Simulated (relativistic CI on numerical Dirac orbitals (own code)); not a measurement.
# Relativistic CI calculation for Ta⁴⁺

- system: Ta⁴⁺.
- method: Dirac-Coulomb-Breit CI, KLI orbitals optimised for each configuration, model QED (radiative potential, 1s self-energy scaled to tabulated hydrogen-like ionisation energies), valence Slater integrals scaled by 0.8, multiplet model of core-to-valence dipole absorption in a parametric crystal field (relativistic CI on numerical Dirac orbitals, in-house)

## The input
```
atom Ta  Z=73  charge=4  electrons=69
nucleus A=181  rms_radius_fm=5.3507
hamiltonian dirac-coulomb  breit=on  qed=on  c_scale=1
orbitals kli  potential=per-configuration
slater_scale 0.8
correlation none
mixing on
configurations
  [Xe] 4f14 5d
  [Xe] 4f13 5d2
end
absorption N6,7 T=10 lorentz=0.3 gauss=0.3
crystal_field Oh 10Dq=72600
```

Hardware: 1 CPU thread, shared host.

The program writes its results to a structured record and prints no log; tables and figures of this report are taken from that record.

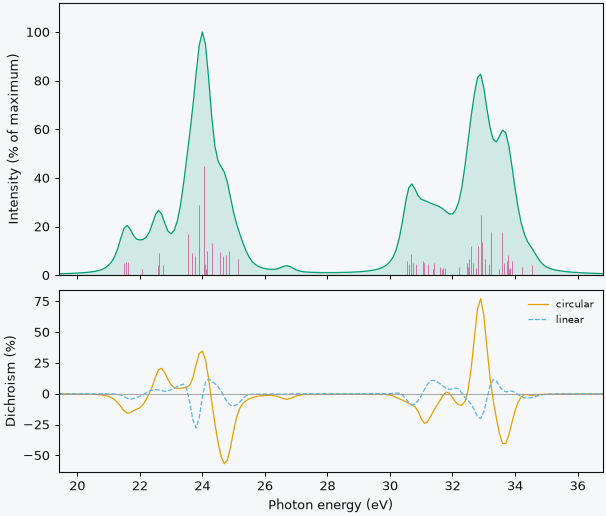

Fig. 1: N₆,₇ X-ray absorption of Ta⁴⁺, [Xe] 4f¹⁴ 5d, in a field of Oh symmetry with 10Dq = 72,600 cm⁻¹. Sticks are the strongest transitions, on a scale of their own. Multiplet model: relativistic Dirac–Coulomb–Breit theory, one configuration a step, Slater integrals scaled by 0.8, 10 K, Voigt broadening (Lorentzian 0.3 eV, Gaussian 0.3 eV full widths), computed with a radial Dirac CI code. Dichroism is for the ground state at zero temperature, magnetised by an exchange field of 10 meV on Sz (linear: z less the mean of x and y). The main maxima lie at 21.6 eV (20), 22.6 eV (27), 24.0 eV (100), 30.7 eV (38), 32.9 eV (83) and 33.6 eV (60), heights in % of the largest; the centroid is at 28.5 eV. The ground state has S = 0.50. The circular dichroism (Δm = −1 less Δm = +1) is largest at 32.9 eV, 77 % of the isotropic maximum. The magnetised ground state has ⟨Lz⟩ = 1.00 and ⟨Sz⟩ = −0.50.

## Summary

| quantity | value |
| --- | --- |
| outcome | converged |

## Remarks

Caveats: free-ion energies, so absolute edge positions are off by a few eV from solids.
